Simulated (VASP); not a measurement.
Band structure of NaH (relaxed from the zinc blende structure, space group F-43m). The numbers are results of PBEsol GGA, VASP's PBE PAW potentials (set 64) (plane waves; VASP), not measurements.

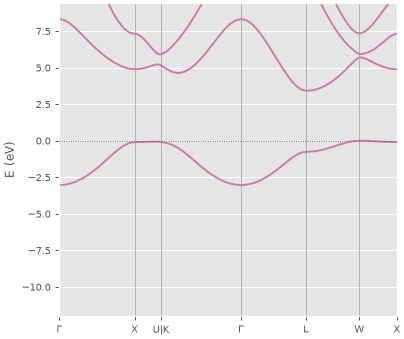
Figure. Bands along high-symmetry lines, zero at the valence-band maximum or, without a gap, the Fermi level

Problem. Read the plot: is there a gap, and where are the band edges?

Solution. The gap is indirect, 3.42 eV, from the valence maximum at W to the conduction minimum at L. (Edges off the drawn lines would not show.)

The structure was generated: NaH was put into the zinc blende type (F-43m), which need not be its known phase. It was relaxed first, which changed the volume by +44 %.
